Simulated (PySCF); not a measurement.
**Geometry relaxation of C5H16N2Si2 (part 2 of 2)**

C5H16N2Si2; PBE0-D3(BJ)/def2-SVP geometry optimisation, gas phase (PySCF 2.14.0). It belongs to a series of runs on one base structure; here: constitutional isomer.

Trajectory as extended XYZ, continued
```
25
Properties=species:S:1:pos:R:3:forces:R:3 step=6 energy=-24155.66163
C     2.3803    1.2135   -0.9657   -0.0393   0.0311   0.0212
N     1.8191   -0.0237   -0.4892    0.0726  -0.0129  -0.0046
C     2.7499   -1.1226   -0.5316   -0.0374  -0.0638   0.0228
Si    0.4594   -0.0584    0.6091    0.0359   0.0029  -0.1243
C    -0.5477   -1.6600    0.3906   -0.0069  -0.0036   0.0083
C    -2.0450   -1.3227    0.4904    0.0005  -0.0039   0.0104
C    -2.4340   -0.1757   -0.4530    0.0064   0.0326   0.0010
Si   -1.3226    1.3104   -0.0414   -0.0591  -0.0243   0.0863
N    -1.9498    2.1013    1.3800   -0.0337   0.0174  -0.0213
H     1.6109    1.9997   -0.9979   -0.0020   0.0170   0.0025
H     3.2184    1.5869   -0.3397   -0.0017  -0.0043  -0.0069
H     2.7721    1.0939   -1.9937   -0.0033   0.0013   0.0075
H     2.2571   -2.0638   -0.2412    0.0078   0.0006  -0.0005
H     3.1463   -1.2628   -1.5552   -0.0089   0.0004   0.0090
H     3.6237   -0.9836    0.1397   -0.0014   0.0101  -0.0006
H     0.8437    0.1071    2.0591    0.0033   0.0160   0.0031
H    -0.3209   -2.0368   -0.6234   -0.0009  -0.0072   0.0123
H    -0.2696   -2.4536    1.1023    0.0094   0.0116   0.0041
H    -2.6540   -2.2214    0.2901   -0.0025   0.0039  -0.0103
H    -2.2842   -1.0193    1.5257    0.0055  -0.0122   0.0008
H    -3.5035    0.0770   -0.3583   -0.0005  -0.0029  -0.0125
H    -2.2666   -0.4667   -1.5056    0.0049  -0.0062   0.0014
H    -1.1549    2.1938   -1.2475    0.0237   0.0091   0.0056
H    -2.8323    2.6012    1.3368    0.0163  -0.0031  -0.0047
H    -1.3070    2.5781    2.0021    0.0112  -0.0097  -0.0106
25
Properties=species:S:1:pos:R:3:forces:R:3 step=7 energy=-24155.66351
C     2.3847    1.2143   -0.9652    0.0066   0.0098   0.0113
N     1.8228   -0.0244   -0.4936    0.0070  -0.0079   0.0090
C     2.7461   -1.1300   -0.5312   -0.0141  -0.0167  -0.0031
Si    0.4612   -0.0541    0.6014    0.0168  -0.0095  -0.0586
C    -0.5457   -1.6575    0.3911    0.0010   0.0006  -0.0064
C    -2.0436   -1.3229    0.4902   -0.0001  -0.0024   0.0073
C    -2.4337   -0.1760   -0.4536   -0.0032   0.0237   0.0097
Si   -1.3273    1.3118   -0.0372   -0.0368  -0.0112   0.0275
N    -1.9575    2.1039    1.3814   -0.0075   0.0040  -0.0059
H     1.6162    2.0016   -0.9942   -0.0040   0.0070   0.0017
H     3.2231    1.5849   -0.3375   -0.0056  -0.0062  -0.0073
H     2.7773    1.0990   -1.9934   -0.0040   0.0020   0.0056
H     2.2464   -2.0671   -0.2401    0.0048   0.0038   0.0010
H     3.1440   -1.2749   -1.5535   -0.0057  -0.0015   0.0089
H     3.6189   -0.9942    0.1419    0.0013   0.0038   0.0017
H     0.8473    0.1164    2.0509    0.0025   0.0097   0.0017
H    -0.3194   -2.0382   -0.6217   -0.0009  -0.0083   0.0140
H    -0.2648   -2.4475    1.1055    0.0063   0.0095   0.0049
H    -2.6506   -2.2225    0.2880   -0.0027   0.0043  -0.0075
H    -2.2840   -1.0214    1.5257    0.0038  -0.0086   0.0006
H    -3.5044    0.0734   -0.3629    0.0012  -0.0052  -0.0065
H    -2.2628   -0.4674   -1.5054    0.0103   0.0007  -0.0013
H    -1.1542    2.1978   -1.2411    0.0106   0.0049   0.0027
H    -2.8386    2.6060    1.3354    0.0122   0.0003  -0.0054
H    -1.3130    2.5809    2.0018    0.0001  -0.0068  -0.0056
25
Properties=species:S:1:pos:R:3:forces:R:3 step=8 energy=-24155.66417
C     2.3865    1.2118   -0.9701    0.0199   0.0044   0.0063
N     1.8239   -0.0256   -0.4961   -0.0163  -0.0027   0.0011
C     2.7434   -1.1344   -0.5278   -0.0014   0.0046  -0.0106
Si    0.4614   -0.0498    0.5963   -0.0011  -0.0104   0.0028
C    -0.5456   -1.6544    0.3954    0.0062   0.0013  -0.0155
C    -2.0442   -1.3209    0.4873    0.0000  -0.0005   0.0020
C    -2.4309   -0.1747   -0.4594   -0.0097   0.0086   0.0131
Si   -1.3315    1.3144   -0.0336   -0.0058   0.0017  -0.0186
N    -1.9638    2.1019    1.3856    0.0088  -0.0045   0.0084
H     1.6197    2.0010   -0.9961   -0.0020  -0.0003   0.0009
H     3.2277    1.5803   -0.3453   -0.0043  -0.0042  -0.0042
H     2.7755    1.0961   -1.9995   -0.0034   0.0010   0.0019
H     2.2413   -2.0680   -0.2298    0.0020   0.0023   0.0023
H     3.1395   -1.2875   -1.5496   -0.0018  -0.0021   0.0046
H     3.6172   -0.9960    0.1433    0.0019  -0.0004   0.0016
H     0.8499    0.1276    2.0449    0.0008   0.0030   0.0000
H    -0.3160   -2.0431   -0.6136   -0.0009  -0.0088   0.0101
H    -0.2649   -2.4383    1.1166    0.0012   0.0062   0.0065
H    -2.6495   -2.2209    0.2818   -0.0021   0.0029  -0.0045
H    -2.2896   -1.0200    1.5218    0.0010  -0.0041   0.0003
H    -3.5033    0.0707   -0.3789    0.0009  -0.0061  -0.0021
H    -2.2493   -0.4661   -1.5095    0.0099   0.0042  -0.0023
H    -1.1533    2.2074   -1.2318   -0.0021   0.0001   0.0004
H    -2.8386    2.6140    1.3381    0.0031   0.0043  -0.0041
H    -1.3167    2.5662    2.0127   -0.0049  -0.0006  -0.0002
25
Properties=species:S:1:pos:R:3:forces:R:3 step=9 energy=-24155.66435
C     2.3876    1.2105   -0.9703    0.0120   0.0013   0.0045
N     1.8231   -0.0261   -0.4964   -0.0107  -0.0007  -0.0062
C     2.7411   -1.1361   -0.5274    0.0016   0.0062  -0.0063
Si    0.4606   -0.0481    0.5953   -0.0076  -0.0046   0.0192
C    -0.5461   -1.6534    0.3994    0.0056   0.0008  -0.0134
C    -2.0451   -1.3199    0.4859   -0.0002   0.0015  -0.0012
C    -2.4292   -0.1744   -0.4631   -0.0065   0.0006   0.0106
Si   -1.3329    1.3155   -0.0343    0.0069   0.0048  -0.0210
N    -1.9649    2.1018    1.3854    0.0070  -0.0056   0.0083
H     1.6225    2.0018   -0.9928   -0.0004  -0.0016   0.0005
H     3.2313    1.5757   -0.3473   -0.0012  -0.0019  -0.0007
H     2.7733    1.0957   -2.0010   -0.0016   0.0001  -0.0006
H     2.2387   -2.0683   -0.2260    0.0004   0.0006   0.0021
H     3.1352   -1.2924   -1.5493    0.0000  -0.0013   0.0005
H     3.6162   -0.9970    0.1420    0.0010  -0.0008   0.0003
H     0.8497    0.1336    2.0434   -0.0001   0.0004  -0.0005
H    -0.3137   -2.0484   -0.6063   -0.0004  -0.0074   0.0048
H    -0.2665   -2.4328    1.1259   -0.0016   0.0046   0.0066
H    -2.6496   -2.2199    0.2785   -0.0007   0.0014  -0.0026
H    -2.2938   -1.0186    1.5193   -0.0004  -0.0021   0.0005
H    -3.5025    0.0684   -0.3886    0.0001  -0.0042  -0.0016
H    -2.2407   -0.4658   -1.5121    0.0058   0.0033  -0.0016
H    -1.1533    2.2107   -1.2306   -0.0058  -0.0015  -0.0008
H    -2.8358    2.6204    1.3368   -0.0002   0.0046  -0.0025
H    -1.3166    2.5591    2.0164   -0.0029   0.0016   0.0012
```

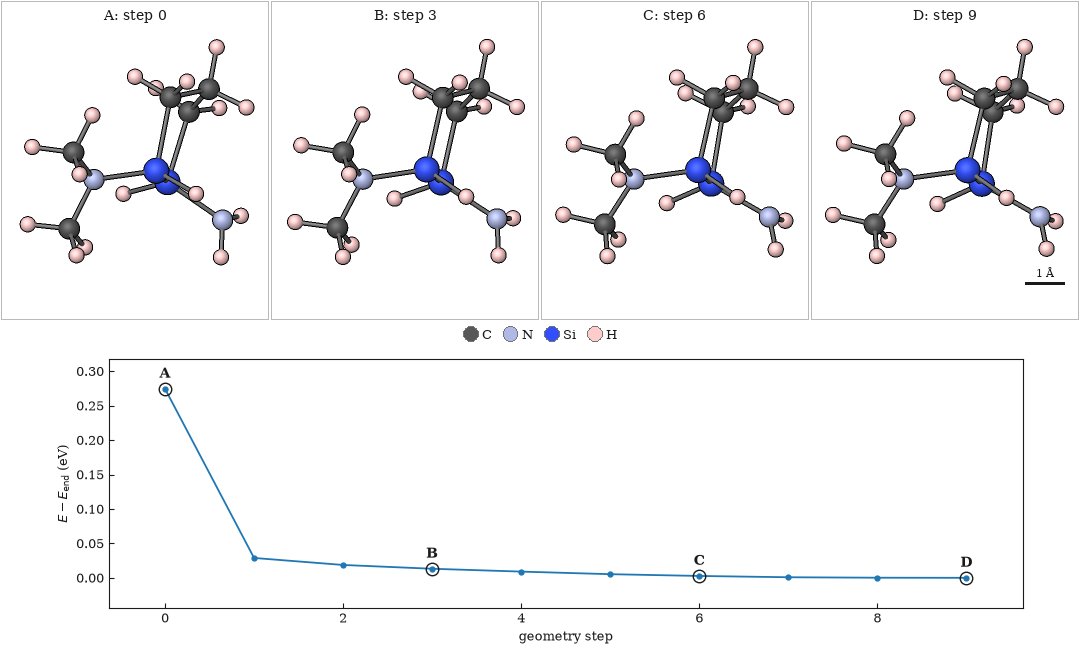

Fig. 1: Frames of the relaxation (ball-and-stick view, seen at a tilt) above the curves, on which the letters mark them (steps are counted from 0).

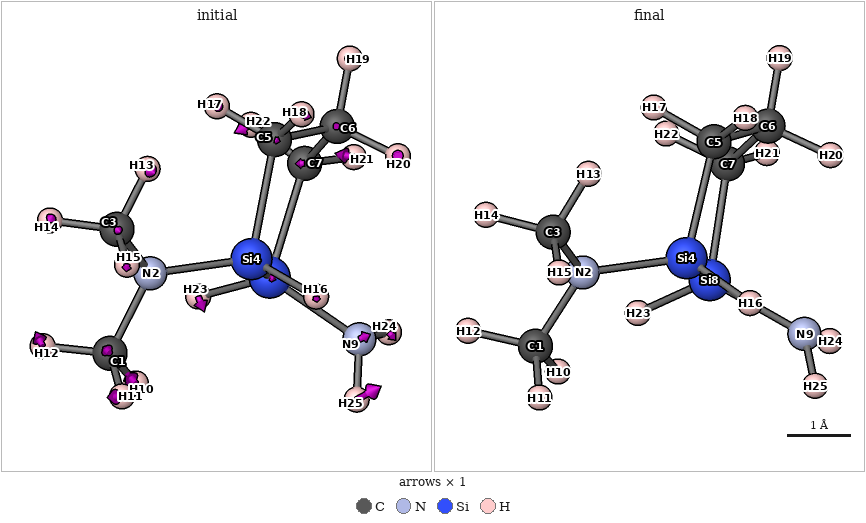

Fig. 2: Before (left) and after (right) the relaxation, at one scale (ball-and-stick view, seen at a tilt). The pink arrows give the displacements, at true length. The energy falls by 0.275 eV in 9 geometry steps. The largest force component goes from 1.6 to 0.021 eV/Å. The largest move after the best rigid fit is that of H25, 0.59 Å. Largest moves by element: H 0.59 Å, C 0.23 Å, N 0.22 Å, Si 0.12 Å. Among the contacts that change: N2–Si4 1.694 → 1.746 Å, Si4–C5 1.937 → 1.905 Å, Si4–Si8 2.313 → 2.339 Å, C1–H11 1.084 → 1.111 Å. Among the angles that change: Si4–Si8–H23 122.8° → 118.0°, Si8–Si4–H16 117.2° → 112.7°, C7–Si8–N9 105.5° → 109.2°. (Atoms are counted from 1 in the order of the input.)

Results in brief

| quantity | value |
| --- | --- |
| outcome | converged |
| total energy | −887.704299 hartree |
| dipole moment | 0.64 D |
| point group | C1 |
| hardware | 1 CPU thread, shared host |
| wall time | 8 min |
| peak memory | 1.1 GiB |
